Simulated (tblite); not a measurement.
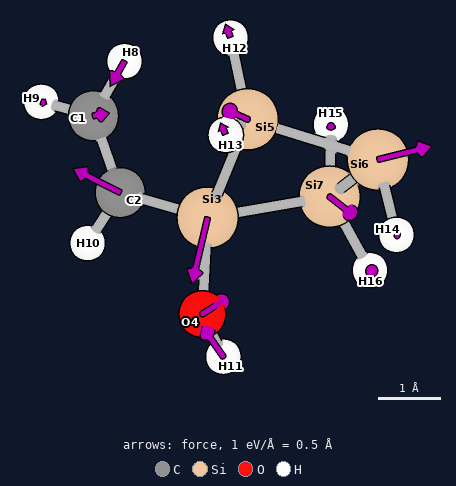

Starting geometry of C$_{2}$H$_{9}$OSi$_{4}$ (multiplicity 2) with the computed forces as purple arrows. A ball-and-stick model, seen at a tilt.

These are results of tblite 0.8.0, GFN2-xTB geometry optimisation, gas phase, not measurements. 

What follows when this structure is relaxed?

It isn't relaxed: the largest force vector, on O4, is 2.46 eV/Å. The final displacements have little in common with the starting forces (cosine between the two patterns 0.09). The energy falls by 107.2 kJ/mol in 122 geometry steps. The atom that moves furthest after the best rigid fit is H14 (2.02 Å). By element the largest moves are H 2.02 Å, Si 0.66 Å, O 0.34 Å, C 0.33 Å. Near-neighbour distances that change, for instance: Si5–Si7 3.056 → 3.413 Å, Si3–Si5 2.237 → 2.345 Å, Si3–Si7 2.251 → 2.355 Å, Si3–O4 1.737 → 1.647 Å. Bond angles that change, for instance: Si5–Si6–H14 109.2° → 124.3°, Si7–Si6–H14 108.5° → 123.1°, H12–Si5–H13 116.0° → 102.3°. Groups turn about Si3–O4 by about 35°, C2–Si3 by about 20°.
